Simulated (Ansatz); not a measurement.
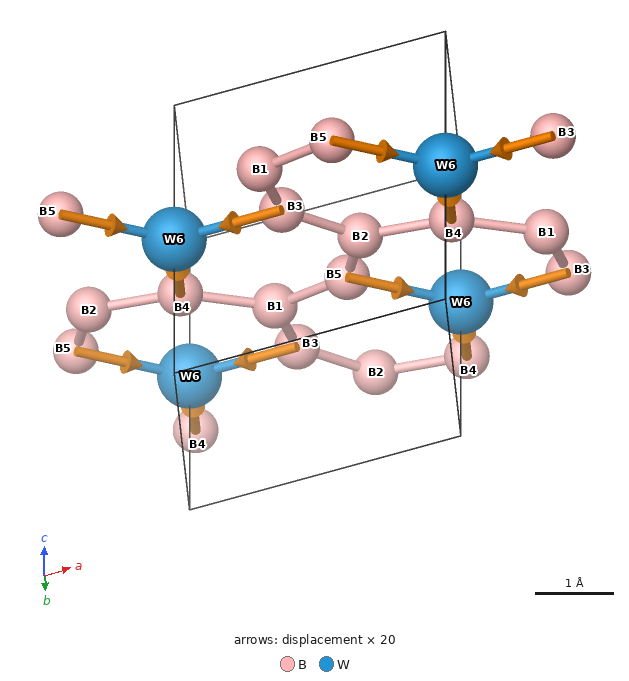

This is a relaxation of a crystal of B5W (a generated structure, set up in P-62m) (coarse preliminary run). The starting structure is drawn; orange arrows show the displacements (the part carried along by the change of the cell is left out), 20 times their true length.

Style: ball-and-stick. Shown: the cell of the calculation, from a free direction.

All numbers below come from Ansatz, DFT PBE, scalar-relativistic, plane waves, PAW. (plane-wave cutoff 420 eV; k-point mesh 6 × 6 × 4; occupations gaussian; smearing width 0.1 eV; no spin polarisation; cell and atoms relaxed; force threshold 0.04 eV/Å; at most 70 steps)

**Which element moves most?**

Boron: up to 0.049 Å, against 0.000 Å for tungsten.

**Describe the change and its energy.**

The largest moves relative to the cell, 0.049 Å, are those of B3, B4 and B5. B3 goes along −a. W stays in place. Cell: a = b 4.152 → 5.495 Å (+32.3 %), c 3.808 → 2.605 Å (−31.6 %). Volume +19.8 %. Near-neighbour distances that change, for instance: W6–W6 3.808 → 2.605 Å, B1–W6 2.397 → 3.172 Å, B3–B4 2.206 → 2.948 Å, B3–W6 1.646 → 2.130 Å. Bond angles that change, for instance: B1–B4–B2 140.6° → 137.4°. The space group stays P-62m (No. 189). Over 15 accepted moves (17 points after the start) the energy falls by 24.556 eV per cell of the calculation. The largest force component goes from 4.2 to 0.00077 eV/Å. The pressure goes from 191.89 to −0.03 GPa. At 2 points the geometry stayed and the basis and grid were re-selected for the new cell (energy shift of 0.446 eV per cell of the calculation at most each time).

Limits of the set-up: the k-point mesh is coarse for a cell with partly filled bands.
